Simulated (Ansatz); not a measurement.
## Meshes and cutoff for the phonons of Ca (Fm-3m, 1 atom in the cell)

How do the frequencies of Ca (Fm-3m, 1 atom in the cell) move with q mesh, k mesh and cutoff?

Main program and level: Ansatz 0.2.0; DFT PBEsol, scalar-relativistic, plane waves, PAW.

## Step 1: Starting point

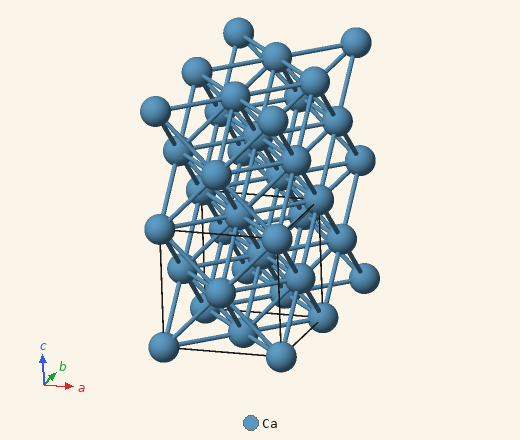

The starting structure, seen slightly off an axis (calcium blue). 1×2×2 cells are drawn. This picture shows the conventional cell, with its axes. Some periodic images of atoms are drawn too.

## Step 2: Tight relaxation

Phonons need a cell at rest on their own settings, so the relaxation is repeated with tight tolerances on forces and stress on the k mesh and occupations of the first response run.

input.yaml reads:

```yaml
crystal:
  lattice:
    - [0.0, 2.7273233847, 2.7273233847]
    - [2.7273233847, 0.0, 2.7273233847]
    - [2.7273233847, 2.7273233847, 0.0]
  atoms:
    - { symbol: Ca, position: [0.0, 0.0, 0.0] }
kpoints:
  mp_grid: { grid: [16, 16, 16] }
hamiltonian:
  xc: pbesol
scf:
  occupations: { method: methfessel_paxton, width: 0.15 }
output:
  forces: true
  stress: true
  eigenvalues: true
  write_density: true
  write_potential: true
  elf: true
  volumetric_format: npy
relax:
  adjacent_minimum: "off"
  f_tol: 0.001
  max_steps: 60
  cell: { stress_tol: 0.01 }
```

Started as:

```console
$ ansatz run input.yaml --threads 4 --pin off --max-ram 7168MiB --backend cpu --events-out ev --progress --plain --runs-dir out
```

Numbers of over 12 decimals in the logs are rounded to 6 here.

Log:

```text
Engine: ansatz 0.2.0, aarch64-unknown-linux-gnu
Pseudopotentials: kind: paw
Pseudopotential: Ca, paw, valence charge 10, recommended cutoff 420 eV (normal), Ca.paw.azcp
Functional definition: PBEsol
  exchange = pbesol_x
  correlation = pbesol_c
Crystal: 1 atoms, lattice volume = 40.573 Å³
[...]
--- Relaxed structure (1 steps of the walk, 1 accepted, 1 SCFs on fresh bases) ---
  F+E_penalty+E_count = -1793.73215979 eV   max|allowed force component| = 0.000e0 eV/Å   (the final SCF, on the basis selected at the relaxed cell)
  cell:  # Å, volume = 40.5733 Å³
    - [0.0, 2.7273233847, 2.7273233847]
    - [2.7273233847, 0.0, 2.7273233847]
    - [2.7273233847, 2.7273233847, 0.0]
  atoms:
    - { symbol: Ca, position: [0.0, 0.0, 0.0] }
[key lines of the parts left out:]
SCF converged after 5 iterations
Free energy (F): -1793.732160 eV
Fermi energy:    5.151685 eV
P = ⅓ Tr σ = -0.0048 GPa (-0.048 kbar)
```

Wall time 1.7 s (4 threads of Arm Neoverse V2, shared host); peak memory 0.35 GiB; 6 s of CPU time.

Little changed from the start: no atom moved by 0.005 Å and no cell edge by 0.1 %.

Numbers from this step:

```
pressure          : -0.004828 GPa
volume per atom   : 40.57 Å³
gap on the k-mesh : 0 eV
```

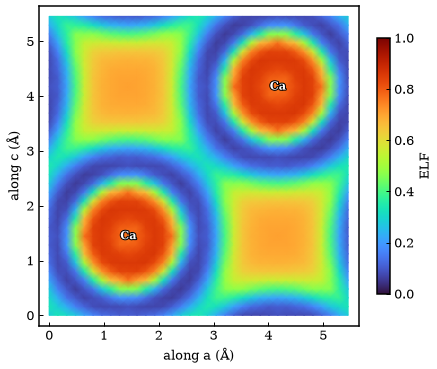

ELF in the ac plane of the conventional cell at fractional y = 0.000, with atoms of Ca within 0.2 Å of it. It is the smooth field of the valence electrons, not physical close to the nuclei. The map starts off the cell's origin, so that atoms lie inside it.

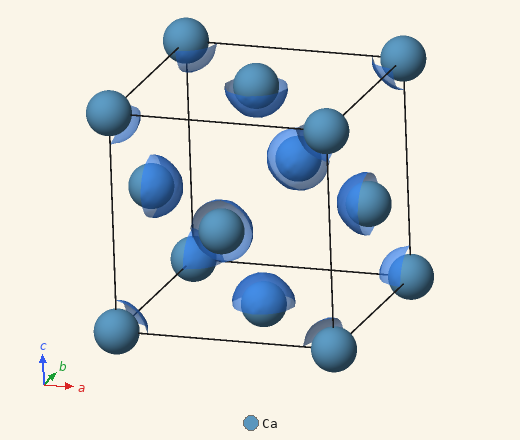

Surface of ELF = 0.78.

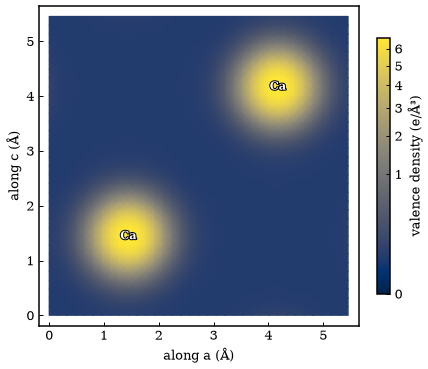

Valence density in the ac plane of the conventional cell at fractional y = 0.000, with atoms of Ca within 0.2 Å of it. It is the smooth field of the valence electrons, not physical close to the nuclei. The map starts off the cell's origin, so that atoms lie inside it. The colour scale is stretched toward low values.

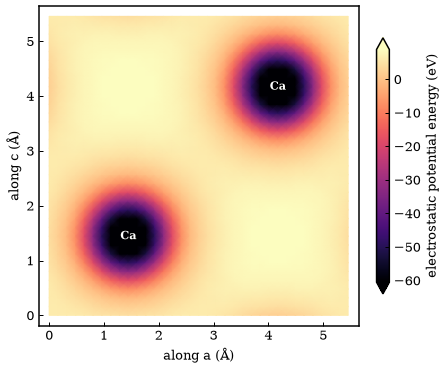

Electrostatic potential energy in the ac plane of the conventional cell at fractional y = 0.000, with atoms of Ca within 0.2 Å of it. With pseudopotentials it is smooth inside the atoms' cores, unlike the true potential. The map starts off the cell's origin, so that atoms lie inside it.

The forces vanish by symmetry and the pressure is -0.005 GPa, within the tolerances set. The cell now holds 40.57 Å³/atom.

## Step 3: The dispersion

Stability and thermal properties need the whole zone. Linear response on a 4×4×4 q mesh gives force constants as far as a supercell of that size would.

input.yaml, the sections that differ from step 2:

```yaml
output:
  eigenvalues: true
phonons:
  method: dfpt
  qmesh: [4, 4, 4]
  temperatures: { t_max: 1000, t_step: 50 }
  qpath:
    path:
      - [[0.0, 0.0, 0.0], [0.5, 0.0, 0.5], [0.625, 0.25, 0.625]]
      - [[0.375, 0.375, 0.75], [0.0, 0.0, 0.0], [0.5, 0.5, 0.5], [0.5, 0.25, 0.75], [0.5, 0.0, 0.5]]
    npoints: 10
# crystal, kpoints, hamiltonian, scf: as in step 2
# relax: removed
```

Log:

```text
[...]
Crystal: 1 atoms, lattice volume = 40.573 Å³
Basis set: ecut = 420 eV, 821 PW (Γ), exchange–correlation on 54×54×54 points (8 copies of the dense FFT grid, shifted against one another)
Bands: 9, of which v1, the nominal top of the filled ones, is band 5 counted from 1 (4 counted from 0)
Symmetry: 48 space group operations
k-points: 145 of 4096
[...]
SCF iter   1: F=—  HF=-1793.732833 eV  |F-HF|=—  |Δ(HF+E_count)|=         —  Δρ=2.12e-3  dr2=1.76e-3  ethr=1.77e-3  ⟨swp⟩=5.6  Hψ=10324  notcnv=0
[...]
SCF iter   6: F=-1793.732160 eV  HF=-1793.732160 eV  |F-HF|=2.05e-12  |Δ(HF+E_count)|=   5.51e-9  S|Δr|=    0.00e0  Δρ=2.73e-7  dr2=6.71e-12  ethr=1.00e-12  ⟨swp⟩=4.7  Hψ=6189  notcnv=0
SCF 1 converged in 6 iterations: F = -1793.732160 eV  dr2 = 6.71e-12
[...]
NSCF: frozen V_eff on 145 k-points
[...]
DFPT response loops at q = (0, 0, 0) (fractional): preconditioner auto → Kerker (q_TF=auto, 2.160 Å⁻¹) (partly filled bands, converged f_vac=0.000); β = 1.00, the filter's whole step (`scf.mixing.beta` (0.50) is not read by the response loops under this deck's `scf.mixing.preconditioner`; to damp them name `kerker` or `kerker_dos`, under which they read `scf.mixing.beta`, and type it under 1.00, their step now; both keys bind the ground state too); Broyden in place of MSR1
[...]
SCF converged after 6 iterations
[...]
Free energy (F): -1793.732160 eV
[...]
Internal energy: -1793.729959 eV  (E = F + TS)
E sigma→0 (E₀):  -1793.731610 eV
Entropy (-TS):   -0.002201 eV (-2.201 meV/atom)
Fermi energy:    5.151686 eV
[...]
--- Band table (eV; the first three rows and the last of 145) ---
[...]
--- Phonons (Γ-DFPT): 1 representative perturbation + reference (Σ response iterations 3) ---
  ASR residual: 2.771e-5 → 0.000e0 eV/Å²; symmetrization residual: 9.505e-14 eV/Å²
  ASR residual per site (eV/Å²): 2.77e-5
  Γ frequencies (cm⁻¹): 0.00 0.00 0.00
--- Phonons (arbitrary-q DFPT): 8 irreducible q on the 4×4×4 mesh ---
  q = [0.0000, 0.0000, 0.0000] (star 1, of the zone-centre solve; hermiticity 3.37e-10, symmetrization 3.27e-9): -0.00 0.00 0.00
  q = [0.0000, 0.0000, 0.2500] (star 8, 1 solved perturbation on 2176 of 4096 k-point pairs; hermiticity 8.95e-14, symmetrization 3.48e-13): 52.98 52.98 117.38
[...]
q = [0.0000, 0.2500, 0.2500] (star 6, 2 solved perturbations in 1808 linear systems a pass and spin channel, the states on 1160 of 4096 k-point pairs; hermiticity 1.51e-13, symmetrization 2.18e-13): 92.22 92.22 113.84
[...]
sum rule: each row above includes the acoustic sum rule's correction from the zone centre's row sums; it moved no ω² by more than (0.43 cm⁻¹)²
  mesh force constants: q→R imaginary residual 0.00e0; ASR residual 2.771e-5 → 0.000e0 eV/Å²; symmetrization residual 1.332e-15 eV/Å²
  interpolated dispersion: 62 rows × 3 modes
  density of states and harmonic sums: on the 20×20×20 q-mesh, interpolated from the force constants of a 4×4×4 supercell (no non-analytic term)
  largest difference from the sums on the solved wave vectors: F 1.26e-2 eV, S 1.66e-5 and C_V 4.01e-6 eV/K
  zero-point energy: 0.021279 eV/cell   skipped modes (ω ≤ 0): 3   left out of the sums: 1.25e-4 of the cell's modes: C_V's classical limit lies that fraction below 3 k_B per atom; for a crystal, a wire or a layer, F and S can be off by more, and a phonons.interpolated_qmesh denser along its periods is the remedy for the sampling
```

Wall time 1.8 min (4 threads); peak memory 3.1 GiB; 6.9 min of CPU time.

The column dr2 measures how far the density is from self-consistency, as an energy; F and HF (Harris–Foulkes) agree once it is small.

This step gave:

| Quantity | Value |
| --- | --- |
| sum-rule residual before enforcement | 2.77e-5 eV/Å² |
| lowest frequency on the path | 0 cm⁻¹ |
| highest frequency on the path or at a solved wavevector | 170.8 cm⁻¹ |
| mean frequency | 114.4 cm⁻¹ |
| Debye temperature (second moment) | 221 K |
| logarithmic mean frequency | 108.6 cm⁻¹ |
| lowest mode on the q mesh (acoustic modes at Γ apart) | 52.98 cm⁻¹ |
| zero-point energy per atom | 21.28 meV |
| heat capacity at 300 K | 24.28 J/(mol atoms K) |
| vibrational entropy at 300 K | 41.54 J/(mol atoms K) |

Frequencies (cm⁻¹) solved at each irreducible wavevector; negative means imaginary. Frequencies by wavevector, by row:

```tsv
q in reciprocal lattice units	star	mode 1	mode 2	mode 3
0 0 0	1	0	0	0
0 0 0.25	8	53	53	117.4
0 0 -0.5	4	78.6	78.6	157.6
0 0.25 0.25	6	92.2	92.2	113.8
0 0.25 -0.5	24	107.2	119.9	156.7
0 0.25 -0.25	12	74	126.2	137
0 -0.5 -0.5	3	131.1	131.1	170.8
0.25 -0.5 -0.25	6	110.3	152.8	152.8
```

Interpolated from a 4×4×4 q mesh. The phonon branches at the labelled points (cm⁻¹):

```tsv
point	branch 1	branch 2	branch 3
Γ	0	0	0
X	131	131	171
U	115	138	161
jump to K	115	138	161
Γ	0	0	0
L	79	79	158
W	110	153	153
X	131	131	171
```

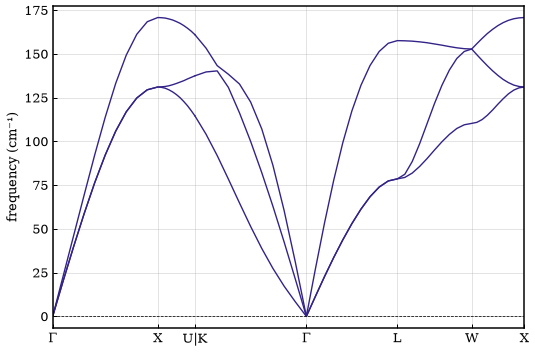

Phonon branches along the path.

Symmetry leaves 8 wavevectors to solve. The lowest mode among them, the acoustic zeros apart, lies at q = (0, 0, 0.25) and is real, 53.0 cm⁻¹.

## Step 4: Another q mesh, q mesh 2×2×2

The q mesh is changed to 2×2×2, to see how far the force constants must reach.

Changes to input.yaml since step 3:

```diff
@@ -17,3 +17,3 @@
   method: dfpt
-  qmesh: [4, 4, 4]
+  qmesh: [2, 2, 2]
   temperatures: { t_max: 1000, t_step: 50 }
```

Log:

```text
[...]
Crystal: 1 atoms, lattice volume = 40.573 Å³
Basis set: ecut = 420 eV, 821 PW (Γ), exchange–correlation on 54×54×54 points (8 copies of the dense FFT grid, shifted against one another)
Bands: 9, of which v1, the nominal top of the filled ones, is band 5 counted from 1 (4 counted from 0)
Symmetry: 48 space group operations
k-points: 145 of 4096
[...]
SCF iter   1: F=—  HF=-1793.732833 eV  |F-HF|=—  |Δ(HF+E_count)|=         —  Δρ=2.12e-3  dr2=1.76e-3  ethr=1.77e-3  ⟨swp⟩=5.6  Hψ=10324  notcnv=0
[...]
SCF iter   6: F=-1793.732160 eV  HF=-1793.732160 eV  |F-HF|=2.05e-12  |Δ(HF+E_count)|=   5.51e-9  S|Δr|=    0.00e0  Δρ=2.73e-7  dr2=6.71e-12  ethr=1.00e-12  ⟨swp⟩=4.7  Hψ=6189  notcnv=0
SCF 1 converged in 6 iterations: F = -1793.732160 eV  dr2 = 6.71e-12
[...]
SCF converged after 6 iterations
[...]
Free energy (F): -1793.732160 eV
[...]
Internal energy: -1793.729959 eV  (E = F + TS)
E sigma→0 (E₀):  -1793.731610 eV
Entropy (-TS):   -0.002201 eV (-2.201 meV/atom)
Fermi energy:    5.151686 eV
[...]
--- Band table (eV; the first three rows and the last of 145) ---
[...]
ASR residual: 2.771e-5 → 0.000e0 eV/Å²; symmetrization residual: 9.505e-14 eV/Å²
  ASR residual per site (eV/Å²): 2.77e-5
  Γ frequencies (cm⁻¹): 0.00 0.00 0.00
--- Phonons (arbitrary-q DFPT): 3 irreducible q on the 2×2×2 mesh ---
[...]
interpolated dispersion: 62 rows × 3 modes
[...]
```

It took 17 s on 4 threads; peak memory 1.1 GiB; 66 s of CPU time.

This step gave:

| Property | Result |
| --- | --- |
| mean frequency | 114.7 cm⁻¹ |
| logarithmic mean frequency | 109.5 cm⁻¹ |
| lowest mode on the q mesh (acoustic modes at Γ apart) | 78.56 cm⁻¹ |
| zero-point energy per atom | 21.33 meV |
| vibrational entropy at 300 K | 41.35 J/(mol atoms K) |

Frequencies (cm⁻¹) solved at each irreducible wavevector; negative means imaginary. Frequencies by wavevector, by row:

```tsv
q in reciprocal lattice units	star	mode 1	mode 2	mode 3
0 0 0	1	0	0	0
0 0 -0.5	4	78.6	78.6	157.6
0 -0.5 -0.5	3	131.1	131.1	170.8
```

Interpolated from a 2×2×2 q mesh, rough between the solved points. The phonon branches at the labelled points (cm⁻¹):

```tsv
point	branch 1	branch 2	branch 3
Γ	0	0	0
X	131	131	171
U	118	142	156
jump to K	118	142	156
Γ	0	0	0
L	79	79	158
W	127	148	148
X	131	131	171
```

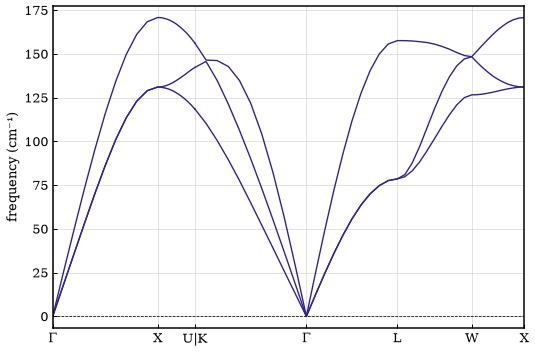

Phonon branches along the path.

The mean frequency is 114.7 cm⁻¹, +0.3 cm⁻¹ against the base run.

The highest branch reaches 171 cm⁻¹ on this path, at X. No branch goes imaginary on this path.

## Step 5: Another q mesh, k-mesh 18×18×18, q mesh 3×3×3

The q mesh is changed to 3×3×3, to see how far the force constants must reach; the k mesh is 18×18×18, against 16×16×16 in the base run, so that the q mesh divides it.

Changes to input.yaml since step 4:

```diff
@@ -8,3 +8,3 @@
 kpoints:
-  mp_grid: { grid: [16, 16, 16] }
+  mp_grid: { grid: [18, 18, 18] }
 hamiltonian:
@@ -17,3 +17,3 @@
   method: dfpt
-  qmesh: [2, 2, 2]
+  qmesh: [3, 3, 3]
   temperatures: { t_max: 1000, t_step: 50 }
```

Log:

```text
[...]
Crystal: 1 atoms, lattice volume = 40.573 Å³
Basis set: ecut = 420 eV, 821 PW (Γ), exchange–correlation on 54×54×54 points (8 copies of the dense FFT grid, shifted against one another)
Bands: 9, of which v1, the nominal top of the filled ones, is band 5 counted from 1 (4 counted from 0)
Symmetry: 48 space group operations
k-points: 195 of 5832
[...]
E sigma→0 (E₀):  -1793.731837 eV
Entropy (-TS):   -0.001917 eV (-1.917 meV/atom)
Fermi energy:    5.146236 eV
[...]
--- Band table (eV; the first three rows and the last of 195) ---
[...]
ASR residual: 2.196e-6 → 0.000e0 eV/Å²; symmetrization residual: 1.184e-13 eV/Å²
  ASR residual per site (eV/Å²): 2.20e-6
  Γ frequencies (cm⁻¹): 0.00 0.00 0.00
--- Phonons (arbitrary-q DFPT): 4 irreducible q on the 3×3×3 mesh ---
[...]
interpolated dispersion: 62 rows × 3 modes
[...]
[key lines of the parts left out:]
SCF converged after 7 iterations
Free energy (F): -1793.732317 eV
```

Run time: 67 s. Hardware: 4 threads; peak memory 2.5 GiB.

Frequencies (cm⁻¹) solved at each irreducible wavevector; negative means imaginary. Frequencies by wavevector, by row:

```tsv
q in reciprocal lattice units	star	mode 1	mode 2	mode 3
0 0 0	1	0	0	0
0 0 0.3333	8	67.3	67.3	140.5
0 0.3333 0.3333	6	113.4	113.4	144
0 0.3333 -0.3333	12	102.2	140.1	151.7
```

The mean frequency is 114.6 cm⁻¹, +0.2 cm⁻¹ against the base run, whose k mesh differs too.

## Step 6: Another q mesh, k-mesh 18×18×18, q mesh 6×6×6

The q mesh is changed to 6×6×6, to see how far the force constants must reach; the k mesh is 18×18×18, against 16×16×16 in the base run, so that the q mesh divides it.

Changes to input.yaml since step 5:

```diff
@@ -17,3 +17,3 @@
   method: dfpt
-  qmesh: [3, 3, 3]
+  qmesh: [6, 6, 6]
   temperatures: { t_max: 1000, t_step: 50 }
```

Log:

```text
[...]
Crystal: 1 atoms, lattice volume = 40.573 Å³
Basis set: ecut = 420 eV, 821 PW (Γ), exchange–correlation on 54×54×54 points (8 copies of the dense FFT grid, shifted against one another)
Bands: 9, of which v1, the nominal top of the filled ones, is band 5 counted from 1 (4 counted from 0)
Symmetry: 48 space group operations
k-points: 195 of 5832
[...]
ASR residual: 2.196e-6 → 0.000e0 eV/Å²; symmetrization residual: 1.184e-13 eV/Å²
  ASR residual per site (eV/Å²): 2.20e-6
  Γ frequencies (cm⁻¹): 0.00 0.00 0.00
--- Phonons (arbitrary-q DFPT): 16 irreducible q on the 6×6×6 mesh ---
[...]
q = [0.1667, 0.3333, -0.5000] (star 24, 3 solved perturbations on 3078 of 5832 k-point pairs; hermiticity 5.64e-7, symmetrization 7.00e-14): 94.54 127.46 146.62
[...]
interpolated dispersion: 62 rows × 3 modes
[...]
[key lines of the parts left out:]
SCF converged after 7 iterations
Free energy (F): -1793.732317 eV
Fermi energy:    5.146236 eV
```

Elapsed: 7.9 min, on 4 threads; peak memory 4.4 GiB; 30 min of CPU time.

The mean frequency is 114.5 cm⁻¹, +0.1 cm⁻¹ against the base run, whose k mesh differs too.

## Step 7: Comparing the runs

Times are for 4 threads of Arm Neoverse V2, shared host. Results by setting:

```tsv
no.	q mesh	k-mesh	mean frequency (cm⁻¹)	zero-point energy per atom (meV)	lowest frequency on the path (cm⁻¹)	time	memory (GiB)
1	2×2×2	16×16×16	114.7	21.33	0	17 s	1.1
2	3×3×3	18×18×18	114.6	21.31	0	67 s	2.5
3	6×6×6	18×18×18	114.5	21.29	0	7.9 min	4.4
```

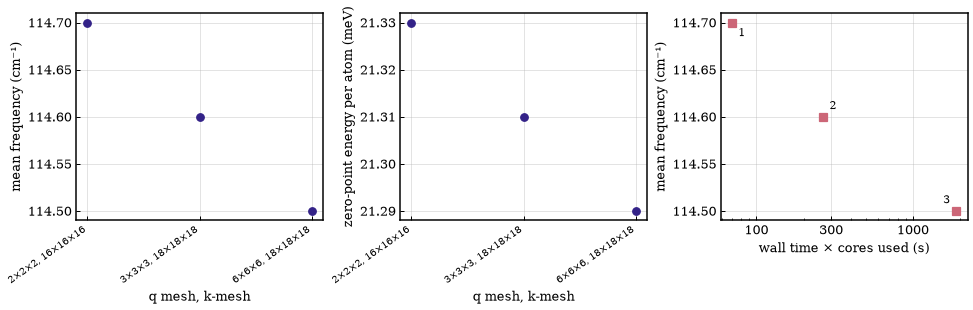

The series as plots; the last panel sets the first result against cost, with the runs numbered as in the table.

The phonon density of states has structure finer than the step of the table below, so its rows give means over 10 cm⁻¹, whole bins alone (the curve runs from 1 to 171 cm⁻¹). Peaks (cm⁻¹: height): 2×2×2, 16×16×16 125.0: 0.0366, 155.0: 0.0684; 3×3×3, 18×18×18 109.0: 0.0353, 155.0: 0.0546; 6×6×6, 18×18×18 155.0: 0.0744.

The runs together. The phonon density of states by wavenumber; means over each step; values in 1/cm⁻¹/cell:

```tsv
wavenumber (cm⁻¹)	2×2×2, 16×16×16	3×3×3, 18×18×18	6×6×6, 18×18×18
10	1.6e-4	1.2e-4	3.6e-4
20	7.7e-4	7.1e-4	0.00122
30	0.00184	0.00170	0.00229
40	0.00336	0.00319	0.00380
50	0.00553	0.00539	0.00587
60	0.00855	0.00867	0.00889
70	0.0133	0.0144	0.0135
80	0.0224	0.0238	0.0222
90	0.0264	0.0271	0.0268
100	0.0288	0.0308	0.0304
110	0.0315	0.0336	0.0318
120	0.0347	0.0284	0.0271
130	0.0304	0.0290	0.0283
140	0.0268	0.0266	0.0291
150	0.0418	0.0327	0.0384
160	0.0213	0.0282	0.0262
```

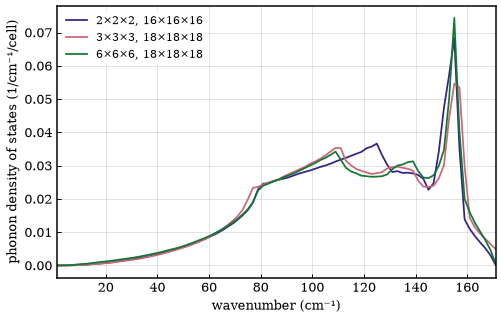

Phonon density of states, plotted against wavenumber.

The runs together, line C_V. C_V against temperature; values in J/mol-atom/K:

```tsv
temperature (K)	2×2×2, 16×16×16	3×3×3, 18×18×18	6×6×6, 18×18×18
0	0	0	0
50	11.2	11.2	11.2
100	19.8	19.8	19.8
150	22.4	22.4	22.4
200	23.5	23.5	23.5
250	24.0	24.0	24.0
300	24.3	24.3	24.3
350	24.5	24.5	24.5
400	24.6	24.6	24.6
450	24.6	24.6	24.6
500	24.7	24.7	24.7
550	24.7	24.7	24.7
600	24.8	24.8	24.8
650	24.8	24.8	24.8
700	24.8	24.8	24.8
750	24.8	24.8	24.8
800	24.8	24.8	24.8
850	24.9	24.9	24.9
900	24.9	24.9	24.9
950	24.9	24.9	24.9
1000	24.9	24.9	24.9
```

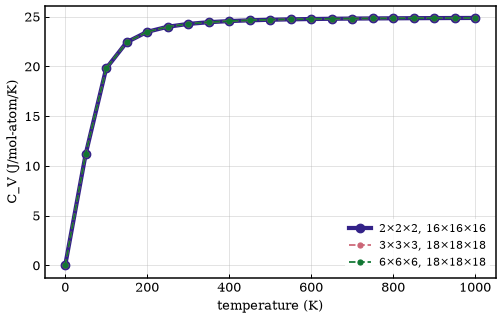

C_V, plotted against temperature.

[end of part 1 of 3]

[Logs are printed without paths, hosts, clocks, repeated set-up lines and the standing remarks that a program may print on its own settings, such as how far it seeks lower states.]

[Hosts, paths, dates, database ids (printed as entryN), source tags and the programs' standing remarks are cut or masked in the printed files.]
